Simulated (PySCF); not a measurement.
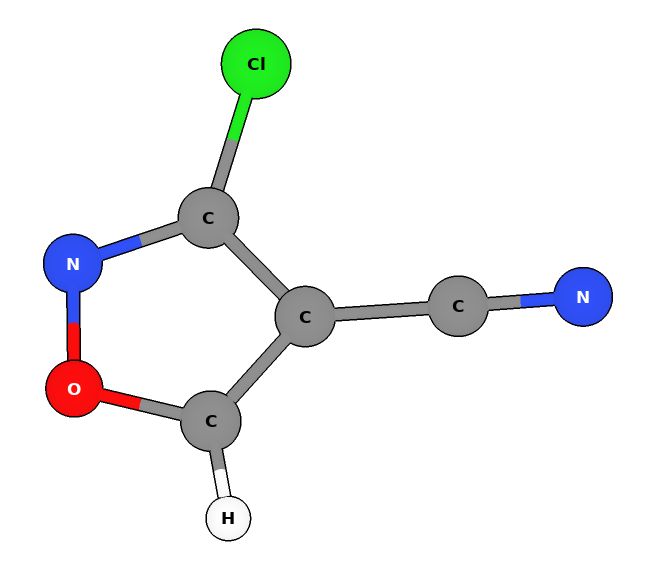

Rendered structure (ball-and-stick style).

The computed structure is the end point of a GFN2-xTB optimisation. No frequency run is at hand to confirm it as a minimum.

Count the atoms of each element.

C4HClN2O, 9 atoms: 4 carbon, 1 hydrogen, 1 chlorine, 2 nitrogen and 1 oxygen.

How many sets of symmetry-equivalent atoms are there?

9: 1 N, 1 C, 1 C, 1 C, 1 O, 1 N, 1 C, 1 Cl, 1 H.

Name some functional groups or characteristic bonds that it holds.

Among them: nitrile, C–Cl bond.

More results for the same structure follow; atom numbers are the same in all pictures, views and colours differ.

**Polarisability**

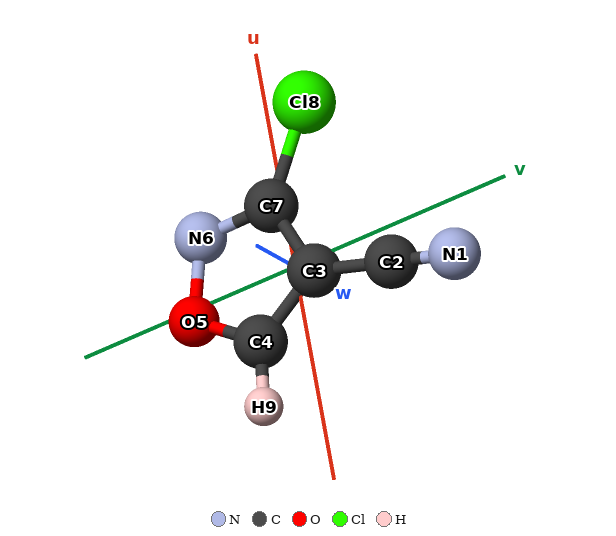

The lines u, v and w are the principal axes of the static dipole polarisability. No frequency run is at hand to confirm it as a minimum. Method: PBE0/def2-SVPD (PySCF 2.14.0).

Along which axis is the molecule most polarisable, and along which least?

Most along v (in the molecular plane, nearly parallel to the N6–C7 bond), least along w (normal to the molecular plane).

Give the three principal values.

u 79.7, v 88.9, w 43.5 bohr³; mean 70.7, anisotropy 41.6 bohr³.

**Bond orders**

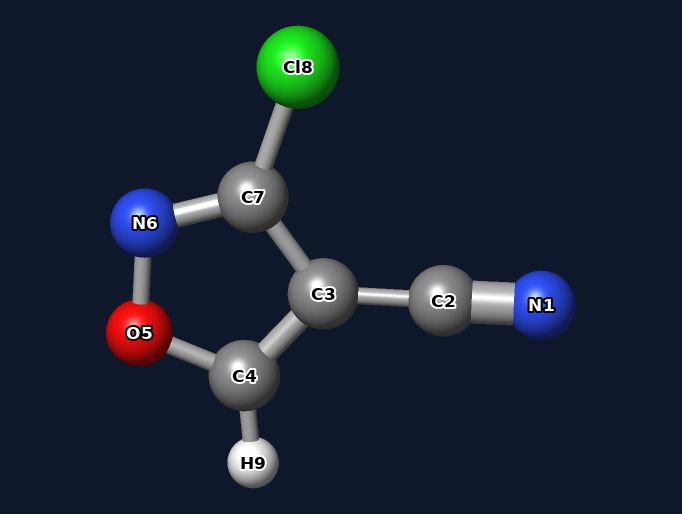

The thickness of each stick grows with its Mayer bond order. No frequency run is at hand to confirm it as a minimum. Method: PBE0/pcSseg-1 (PySCF 2.14.0).

Which bond has the highest Mayer bond order?

N1–C2, 3.02, at a length of 1.145 Å.

List the Mayer bond orders of N1–C2, C2–C3, C3–C4, C3–C7, C4–O5, C4–H9, O5–N6, N6–C7, C7–Cl8.

```tsv
bond	Mayer order	length (Å)
N1–C2	3.02	1.145
C2–C3	1.01	1.404
C3–C4	1.52	1.372
C3–C7	1.11	1.437
C4–O5	1.11	1.328
C4–H9	0.98	1.072
O5–N6	1.00	1.348
N6–C7	1.56	1.306
C7–Cl8	1.12	1.685
```

**Excitation**

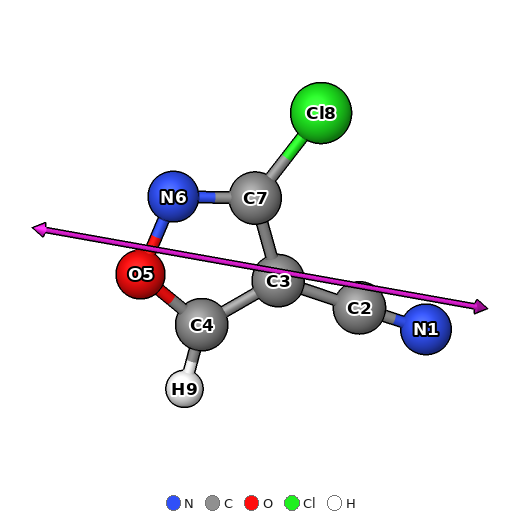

The double arrow shows the direction of the transition dipole to excited singlet state 1 (its length means nothing). No frequency run is at hand to confirm it as a minimum. Level of theory: TDDFT PBE0/def2-SVPD, vertical, gas phase, core orbitals frozen in the response (PySCF 2.14.0).

How is the transition polarised?

In the molecular plane, nearly parallel to the N1–C2 bond.

Where does the transition lie, and how strong is it?

5.96 eV (208 nm), oscillator strength 0.025, mainly HOMO−1 → LUMO (weight 0.84); transition dipole 1.05 D.

**Ring current**

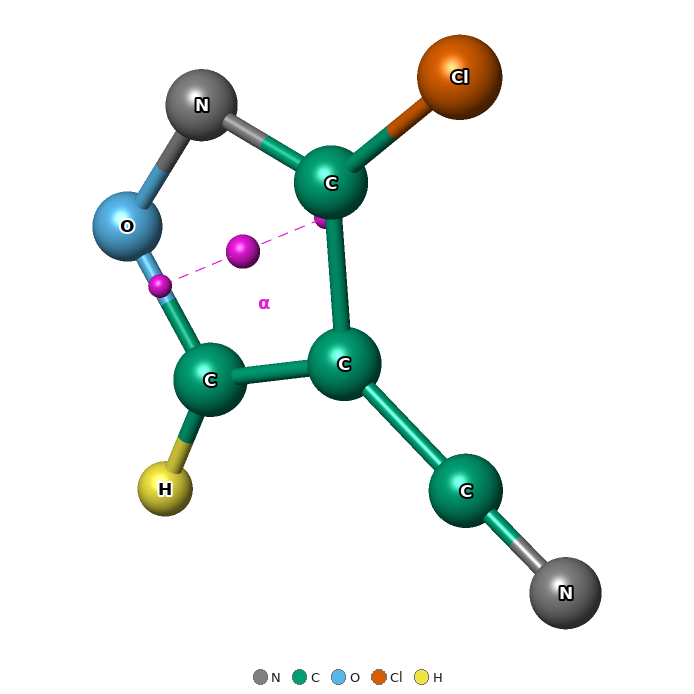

The small points mark where nucleus-independent chemical shifts (NICS) were computed: at the centre of each lettered ring and 1 Å above and below it. No frequency run is at hand to confirm it as a minimum. Method: GIAO PBE0/pcSseg-1 NMR shielding, non-relativistic, gas phase (PySCF 2.14.0).

Give NICS(0), NICS(1) and the out-of-plane component NICS(1)zz for each ring (means of the two sides).

```
ring  members  NICS(0)  NICS(1)  NICS(1)zz
   α     C3NO    −12.3    −10.6      −24.4
```

Values in ppm.

What do the values say about the ring currents?

Ring α: diatropic, as in an aromatic ring. NICS is one index among several.
